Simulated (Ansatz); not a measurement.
Run report: CH8Si2, nudged elastic band (part 2 of 2)

The same run, continued: CH8Si2; RHF/def2-SVP (Ansatz 0.2.0). The run did not end well. It belongs to a series of runs on one base structure; here: band between the two ends.

Geometry of the input (Å):
```
Si 0.5578  0.0748  -0.0252
C  0.6899  -0.0754  1.8566
H  -0.2845  -0.2892  2.3018
H  1.3711  -0.8833  2.1318
H  1.0679  0.8496  2.2967
H  1.8971  0.3487  -0.6093
Si -0.9183  1.8196  -0.6599
H  -2.2794  1.5636  -0.1210
H  -0.4426  3.1220  -0.1239
H  -1.0065  1.9213  -2.1388
H  0.0662  -1.2030  -0.6047
```

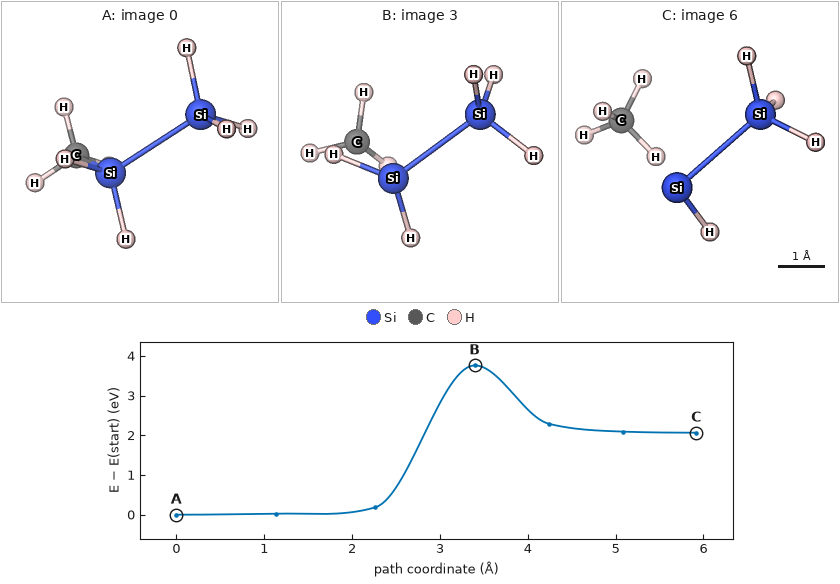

*Images of the last band (counted from 0; ball-and-stick, seen at a tilt) above the energy along the path; the line is a cubic interpolation that uses the forces.*

The highest image is number 3, 3.760 eV above the start and 1.695 eV above the end (the climbing image); the end lies 2.065 eV above the start. The path is 5.92 Å long. The band had not converged after 60 iterations.

```
Unfinished report: {"positions_ang":[[0.23663741672378935,-0.2097227733111865,-0.46325247632422173],[1.0068038495572036,0.07185891776782466,1.6481657849839921],[0.09999656968315543,-0.19137071931776004,2.181998438695246],[1.8146000122016384,-0.5768085533662649,1.9878842863204387],[1.2754241188524016,1.112366457116991,1.8018758120859415],[1.5464090530322292,-0.27870628735473624,0.28698746654885093],[-0.9335486940959898,1.8268945462346378,-0.7067033845230455],[-2.311091483104233,1.4803167347127073,-1.1434368949145832],[-1.020026117046987,2.6528781121688345,0.5257329604088927],[-0.31262728128330103,2.6532661866781497,-1.7711640170040368],[-0.6838804545199085,-1.2923736313291962,-0.04408798627747285]],"unchecked":["starts","cluster_reference","orbital_swaps","neighbouring_geometries","increment"],"mean_field":{"relativity":"none","state":{"energy":{"ev":-16872.110572992115,"hartree":-620.0386272301622},"converged":true,"gradient_ev":0.0000552486552799666,"stability":{"kind":"minimum","curvature_ev":20.370615159475587},"curvature_floor_ev":0.00030000000000000003,"spin_squared":2.1316282072803006e-14},"others":[],"fillings":{"estimated":0,"unestimated":0,"tried":0,"untried":0,"excluded_magnetic_sites":0},"n_dropped_functions":0,"n_trapped_functions":0,"passes":{"evaluations":2,"products":20},"factors":{"origin":"Cholesky decomposition","count":952,"bound_ev":0.0009549168061269513},"gradient_stop_ev":0.00009,"reference_kind":"stationary","symmetry":{"irreps":["A"],"axes":[[0.9994416665549183,-0.0326721289952429,-0.006991933984675092],[0.03253635099656842,0.9992951548140036,-0.01872376642359132],[0.00759875106553356,0.018485820300308906,0.9998002467643569]],"occupied":[{"A":21},{"A":21}]},"held":{"pivots":952,"left_out":0,"joined":0},"density_repulsion":{"missed_ev":0.00001158822789203567,"excess_ev":0.0,"most_excess_ev":0.0001134,"are_drawn_again":false,"n_first_factors":952,"energy_change_ev":0.0,"n_dropped_ends":0}},"factors":{"origin":"Cholesky decomposition","count":952,"bound_ev":0.0009549168061269513},"n_frozen":0,"n_occupied":[21,21],"n_virtual":[69,69],"reference":{"ev":-16872.110572992115,"hartree":-620.0386272301622},"total":{"ev":-16872.110572992115,"hartree":-620.0386272301622},"forces_ev_per_angstrom":[[0.001674320068435052,-0.017387246304438587,-0.005692898467617804],[0.028703667098844737,-0.04298860159896866,-0.027937749177860904],[-0.03690295073693959,0.030658416706992566,-0.005810587467828472],[-0.03642790535989229,0.043351670062525945,0.0007216886049378384],[-0.012285806149374127,0.05644849378969415,-0.04424845335331192],[-0.014357203912313479,-0.01423741225904777,-0.00712502702002808],[0.014474967635859539,-0.015928794286758172,0.014020839699959103],[0.014063708189979249,0.0039000111846676246,0.012509648200139875],[0.01771374567028836,-0.0343720260587857,0.020492185371581765],[0.013343735819735886,0.01391729828341175,0.039925985815568305],[0.009999721673474921,-0.023361809516077386,0.0031443677937228495]],"charge_distribution":{"dipole_moment_e_ang":[0.10009724931618068,0.015450775890384585,0.3558928185067481],"mulliken_charges_e":[0.016570881030919082,-0.3307518855932905,0.11195944689909931,0.07553243345556904,0.08896904766808456,0.08415793180856423,0.43596162398741356,-0.12768008667857056,-0.13615114869959277,-0.1267959224156221,-0.0917723214625592],"lowdin_charges_e":[0.04247934587923474,-0.014924349052446217,0.009521874960153665,-0.0002974287102588402,0.0010758829664332392,0.055154847726702094,0.29358052623961406,-0.09407975401859892,-0.10293235269692236,-0.09973956277517537,-0.0898390305186818]},"n_threads":1,"memory_gib":1.7045454550534487,"seconds":{"hamiltonian":1.178344196,"orbitals":0.0,"second_order":0.0,"solver_start":0.0,"cycles":0.0,"cycle":0.0,"perturbative":0.0,"full_ci_increment":0.0,"forces":0.0}}
this run last wrote the band of iteration 60 to [file]
Error: NEB band did not converge after 60 iterations: max|band force component| = 6.89e-2 eV/Å (threshold 3.0e-2); raise `neb.max_iterations` in a new run, which can start from the last band evaluated (`neb.initial_path`, with `crystal.atoms` and `neb.final_atoms` set to its first and last images), add images, or start from endpoints closer to local minima. Where this run's directory can be resumed (`checkpoint.write`), a resume goes on for up to `neb.max_iterations` more; to start a new run from the last band, take its images' positions from the `neb_iteration` event of iteration 60 (`data.images[].positions_ang`), in the event stream of the run that computed that iteration (not this run's, if it was resumed behind it). With `checkpoint.write`, `steps/00-neb/state/checkpoint.json` in the run directory holds the last saved band, under `neb.evaluated.images[].positions_ang` (a band under a hybrid functional on support functions is neither saved nor resumed: `neb.initial_path` says where its path is): check the last entry of `neb.iterations` there, which is earlier than 60 if that iteration was not saved or its write failed. If the band's step has no `state` directory and holds `state.next`, a write was cut short, and the file is under `state.next` instead (behind a loss of power it can be under `state.prev`)
this run wrote the band of iteration 60 to [file] as well, whether or not its events were kept: a new run's `neb.initial_path` can list its `images[].positions_ang`
a run's events are kept only if it was started with --events-out <file>, and are in that file
```

The last band as extended XYZ (Å, eV, eV/Å):
```
11
Properties=species:S:1:pos:R:3:forces:R:3 image=0 energy=-16875.87064
Si    0.5578    0.0748   -0.0252    0.0074   0.0018  -0.0079
C     0.6899   -0.0754    1.8566   -0.0154  -0.0054   0.0059
H    -0.2845   -0.2892    2.3018    0.0110   0.0023  -0.0057
H     1.3711   -0.8833    2.1318    0.0020  -0.0015   0.0022
H     1.0679    0.8496    2.2967    0.0025   0.0057   0.0042
H     1.8971    0.3487   -0.6093    0.0017  -0.0018   0.0008
Si   -0.9183    1.8196   -0.6599   -0.0010  -0.0026   0.0022
H    -2.2794    1.5636   -0.1210    0.0023   0.0076  -0.0052
H    -0.4426    3.1220   -0.1239   -0.0051  -0.0112  -0.0054
H    -1.0065    1.9213   -2.1388   -0.0020   0.0023   0.0097
H     0.0662   -1.2030   -0.6047   -0.0032   0.0029  -0.0009
11
Properties=species:S:1:pos:R:3:forces:R:3 image=1 energy=-16875.84348
Si    0.4421    0.0059    0.0022    0.0071  -0.0004  -0.0062
C     0.7925   -0.0203    1.8620   -0.0060   0.0020   0.0005
H    -0.1091   -0.2419    2.4366   -0.0129   0.0179  -0.0035
H     1.5356   -0.7876    2.0905   -0.0202  -0.0070   0.0125
H     1.1855    0.9401    2.2019    0.0020  -0.0013  -0.0016
H     1.7283    0.1051   -0.7357    0.0048   0.0073  -0.0134
Si   -0.9355    1.8253   -0.6712    0.0015  -0.0016   0.0027
H    -2.3705    1.4436   -0.6731   -0.0007  -0.0082   0.0236
H    -0.7656    2.9850    0.2419    0.0175   0.0008   0.0047
H    -0.5668    2.2552   -2.0438   -0.0124  -0.0030  -0.0072
H    -0.2177   -1.2617   -0.4072    0.0193  -0.0064  -0.0121
11
Properties=species:S:1:pos:R:3:forces:R:3 image=2 energy=-16875.68632
Si    0.3240   -0.1007   -0.0069    0.0561   0.0690   0.4337
C     0.8668    0.0629    1.7920   -0.1367   0.0254   0.1322
H     0.0543   -0.1670    2.4754   -0.0445   0.0908   0.2944
H     1.6991   -0.6194    1.9865   -0.1372  -0.0236   0.0113
H     1.2257    1.0779    1.9765   -0.0512  -0.0087   0.1149
H     1.6456   -0.2632   -0.6204    0.0699  -0.0342  -0.8774
Si   -0.9257    1.8192   -0.6902    0.0275  -0.0185   0.0111
H    -2.2849    1.4374   -1.1529    0.0374  -0.0365   0.0032
H    -1.0768    2.6938    0.5024   -0.0054   0.0219  -0.0198
H    -0.2785    2.6106   -1.7661    0.0508  -0.0465   0.0032
H    -0.5309   -1.3029   -0.1922    0.1334  -0.0392  -0.1068
11
Properties=species:S:1:pos:R:3:forces:R:3 image=3 energy=-16872.11057
Si    0.2366   -0.2097   -0.4633    0.0017  -0.0174  -0.0057
C     1.0068    0.0719    1.6482    0.0287  -0.0430  -0.0279
H     0.1000   -0.1914    2.1820   -0.0369   0.0307  -0.0058
H     1.8146   -0.5768    1.9879   -0.0364   0.0434   0.0007
H     1.2754    1.1124    1.8019   -0.0123   0.0564  -0.0442
H     1.5464   -0.2787    0.2870   -0.0144  -0.0142  -0.0071
Si   -0.9335    1.8269   -0.7067    0.0145  -0.0159   0.0140
H    -2.3111    1.4803   -1.1434    0.0141   0.0039   0.0125
H    -1.0200    2.6529    0.5257    0.0177  -0.0344   0.0205
H    -0.3126    2.6533   -1.7712    0.0133   0.0139   0.0399
H    -0.6839   -1.2924   -0.0441    0.0100  -0.0234   0.0031
11
Properties=species:S:1:pos:R:3:forces:R:3 image=4 energy=-16873.58118
Si    0.1236   -0.3511   -0.9376   -0.0829  -0.1391  -0.3611
C     1.2131    0.0421    1.7188    0.1769  -0.0022   0.0322
H     0.2036   -0.2423    2.0047    0.0561  -0.0116  -0.1678
H     1.9274   -0.5913    2.2351    0.0904   0.0110   0.2076
H     1.3814    1.0909    1.9476    0.0777   0.0175   0.0383
H     1.4490   -0.1240    0.6481   -0.1165   0.0976   0.3013
Si   -0.9896    1.7939   -0.7847   -0.0330  -0.0398  -0.0506
H    -2.3958    1.5466   -1.1999   -0.0639   0.0731  -0.0356
H    -1.0077    2.5170    0.5166    0.0458  -0.1504   0.0227
H    -0.3681    2.7011   -1.7841   -0.0302   0.0412   0.0168
H    -0.8182   -1.1343   -0.0606   -0.1204   0.1028  -0.0039
11
Properties=species:S:1:pos:R:3:forces:R:3 image=5 energy=-16873.77862
Si   -0.1116   -0.4246   -1.1754   -0.0307  -0.0144  -0.0381
C     1.3897    0.0361    1.8666    0.0153   0.0035   0.0144
H     0.3556   -0.2865    1.9776    0.0132   0.0033   0.0040
H     2.0431   -0.6565    2.3942    0.0100   0.0035   0.0231
H     1.5032    1.0399    2.2719    0.0108   0.0067   0.0186
H     1.6832    0.0450    0.8137    0.0205   0.0068   0.0154
Si   -1.0919    1.7781   -0.9436   -0.0068  -0.0056  -0.0155
H    -2.5161    1.6760   -1.3651   -0.0112   0.0192  -0.0123
H    -1.0502    2.2952    0.4499    0.0073  -0.0413  -0.0004
H    -0.4240    2.7719   -1.8215   -0.0016   0.0102   0.0050
H    -1.0624   -1.0259   -0.1642   -0.0269   0.0082  -0.0142
11
Properties=species:S:1:pos:R:3:forces:R:3 image=6 energy=-16873.80559
Si   -0.3467   -0.4816   -1.3361   -0.0123  -0.0043   0.0085
C     1.5649    0.0588    1.9809    0.0027  -0.0001   0.0074
H     0.5293   -0.2820    1.9596   -0.0002  -0.0037  -0.0026
H     2.1573   -0.6346    2.5768   -0.0030   0.0085   0.0007
H     1.6068    1.0533    2.4235    0.0034  -0.0056   0.0018
H     1.9735    0.0961    0.9703    0.0011  -0.0010  -0.0053
Si   -1.1904    1.7634   -1.0165   -0.0025   0.0050   0.0040
H    -2.5632    1.8244   -1.5909    0.0036  -0.0007  -0.0011
H    -1.2657    2.1127    0.4267   -0.0012  -0.0003  -0.0050
H    -0.3606    2.7879   -1.6993   -0.0014  -0.0023   0.0005
H    -1.3865   -1.0498   -0.3910    0.0098   0.0045  -0.0089
```

What the run reported:

```csv
quantity,value
outcome,not converged
"barrier, forward (band not converged)",3.760 eV
"barrier, backward",1.695 eV
wall time,6.3 min
peak memory,0.15 GiB
```

Diagnosis:

The run did not converge: “NEB band did not converge after 60 iterations: max|band force component| = 6.89e-2 eV/Å (threshold 3.0e-2); raise `neb.max_iterations` in a new run, which can start from the last band evaluated (`neb.initial_path`, with `crystal.atoms` and `neb.final_atoms` set to its first and last images), add images, or start from endpoints closer to local minima …” Its last values are not results.
